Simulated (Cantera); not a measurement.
Charge: 1 mol CH₃SiH₃, 0.89 mol C₂H₂, 71 mol H₂, held at 0.0200 bar.

Equilibrium computed with Cantera from the NASA thermochemical tables; the gas is ideal and each condensed phase is pure. Candidate condensed phases: C, C₆H₆, C₇H₈, C₈H₁₈, Si, SiC; 87 gas species. The feed counts by its element totals alone. Gases not in the tables: Si₂H₆ and higher silanes. Rates play no part.

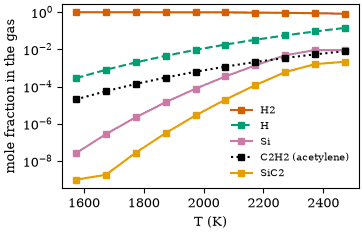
*Equilibrium gas composition (values under 1e-9 drawn at 1e-9)*

From 1573 K to 2273 K the condensed part is C(graphite) + SiC(s). From 2373 K to 2473 K the condensed part is C(graphite). The main Si-bearing gas is SiH₂ at 1573 K and Si at 2473 K.
